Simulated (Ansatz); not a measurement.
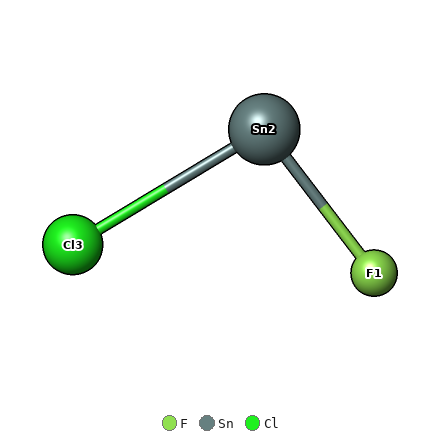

The system is ClFSn, SMILES [F][Sn][Cl]; the picture shows the reference structure. Coordinates scanned: (1) angle F1–Sn2–Cl3 (carried through 180); (2) change of the bonds Sn2–F1, Sn2–Cl3, all alike. Nothing is relaxed (all other coordinates rigid). The scan uses a 15 × 15 grid; 120 points were computed and 105 follow by symmetry. Points are written as (first, second). All energies are given in kJ/mol relative to the lowest grid point. Level of theory: RHF/def2-TZVP in Ansatz 0.2.0.

Its coordinates:

| atom | x (Å) | y (Å) | z (Å) |
| --- | --- | --- | --- |
| F | -1.3670 | 0.2154 | -0.7328 |
| Sn | 0.1556 | 0.9050 | 0.1867 |
| Cl | 1.2005 | -1.1852 | 0.5329 |

The input of one point:

```yaml
crystal:
  periodic: [false, false, false]
  atoms:
    - { symbol: F, position_ang: [-0.653025, 2.637393, -0.068536] }
    - { symbol: Sn, position_ang: [0.155645, 0.905023, 0.186698] }
    - { symbol: Cl, position_ang: [2.031043, 1.83285, 1.327928] }
basis:
  gaussian: { orbitals: def2-TZVP }
hamiltonian:
  xc: hf
output:
  forces: true
```

Range: angle F1–Sn2–Cl3 (carried through 180) from 78.0 to 282.0°; change of the bonds Sn2–F1, Sn2–Cl3, all alike from −0.235 to 0.363 Å.

**What will the energy surface look like?**

The lowest grid point is at (92.5°, 0.021 Å); the map holds 2 wells of about this depth. It is the only kind of minimum in the scanned range. The highest grid point, (180.0°, −0.235 Å), lies 475 kJ/mol above the lowest. On the interpolated surface the easiest way out of the lowest well to a well of about the same depth near (267.5°, 0.021 Å) passes a barrier of about 178 kJ/mol.

```tsv
second ↓, first →	78.0	92.5	107.1	121.7	136.3	150.8	165.4	180.0	194.6	209.2	223.7	238.3	252.9	267.5	282.0
0.363	171	148	147	160	181	205	224	231	224	205	181	160	147	148	171
0.320	145	121	121	136	160	186	207	215	207	186	160	136	121	121	145
0.278	120	97	98	114	141	169	193	202	193	169	141	114	98	97	120
0.235	97	73	75	94	123	154	180	190	180	154	123	94	75	73	97
0.192	76	52	55	76	107	142	171	182	171	142	107	76	55	52	76
0.149	58	33	37	60	95	133	165	177	165	133	95	60	37	33	58
0.107	44	18	23	48	86	128	163	177	163	128	86	48	23	18	44
0.064	34	6	12	40	81	127	166	182	166	127	81	40	12	6	34
0.021	30	0	7	37	82	132	176	193	176	132	82	37	7	0	30
−0.021	32	0	8	40	88	143	192	212	192	143	88	40	8	0	32
−0.064	43	8	16	51	103	163	217	239	217	163	103	51	16	8	43
−0.107	63	25	34	71	127	192	252	277	252	192	127	71	34	25	63
−0.149	96	54	63	102	161	232	298	327	298	232	161	102	63	54	96
−0.192	144	97	106	147	211	287	360	392	360	287	211	147	106	97	144
−0.235	210	158	166	209	277	359	439	475	439	359	277	209	166	158	210
```

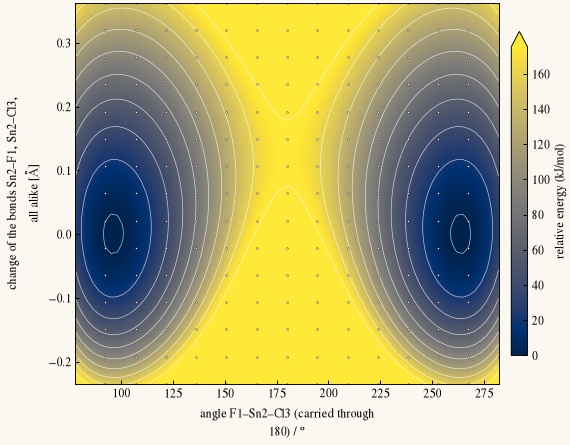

Drawn: a smooth colour map with a few white contour lines, dots at the grid points, one colour for all values above the top of the scale. Between grid points the surface is interpolated.

The whole map (120 points run) took 4.2 min on 1 thread of Arm Neoverse V1, with other jobs on the host.
